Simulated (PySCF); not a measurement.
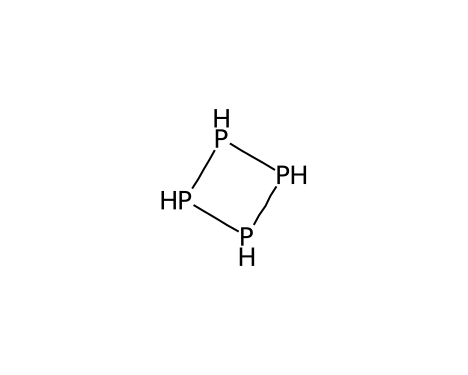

Figure made from data computed with PySCF.

Skeletal drawing of a molecule.

**Give its SMILES.**

P1PPP1

**Give the formula, hydrogens included.**

P4H4.

**An optimisation with GFN2-xTB gave a structure of which point group?**

Cs.
